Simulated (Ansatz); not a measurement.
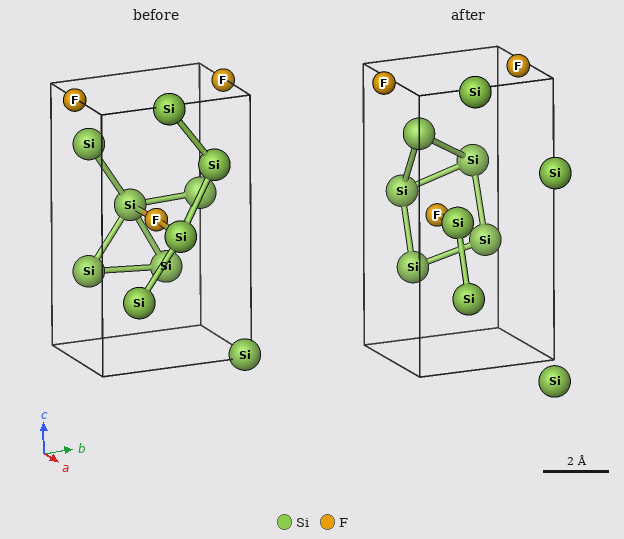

The structure of solid Si4F (a generated structure, set up in P1) (coarse preliminary run) before (left) and after (right) a relaxation, at one scale.

A ball-and-stick model of the cell of the calculation, seen slightly off an axis.

Method: DFT PBE, scalar-relativistic, plane waves, PAW in Ansatz 0.2.0. Set-up: plane-wave cutoff 420 eV; k-point mesh 6 × 4 × 4; occupations gaussian; smearing width 0.2 eV; no spin polarisation; cell and atoms relaxed; force threshold 0.025 eV/Å; at most 60 steps.

**Describe what moved and what it gained.**

The run was cut off at its time limit before the relaxation converged, so the last structure is only a point on the way. A Si atom moves most relative to the cell: 1.55 Å roughly along [3 1 0]. Largest moves by element: Si 1.55 Å, F 0.94 Å. Cell: a 3.957 → 4.400 Å (+11.2 %), b 5.045 → 4.564 Å (−9.5 %), c 8.479 → 9.180 Å (+8.3 %), α 89.0° → 89.8°, β 90.7° → 87.9°, γ 89.5° → 89.9°. Volume +8.9 %. Some distances before and after: Si–Si 4.926 → 2.539 Å, Si–Si 4.459 → 3.015 Å, Si–Si 2.482 → 3.875 Å, Si–Si 4.228 → 2.859 Å. Bonds break: F–Si (1.98 → 2.75 Å), F–Si (2.03 → 2.82 Å), Si–Si (2.31 → 3.45 Å). Bond angles that change, for instance: Si–Si–Si 119.9° → 174.2°, Si–Si–Si 129.0° → 77.0°, Si–Si–Si 118.7° → 69.2°. The space group stays P1 (No. 1). Over 25 accepted moves (26 points after the start) the energy falls by 333 meV per atom. Largest force component: 1.7 eV/Å at the start, 0.51 eV/Å at the end. The pressure goes from 4.62 to −0.15 GPa. The line search rejected the trial step at point 19 of the run.
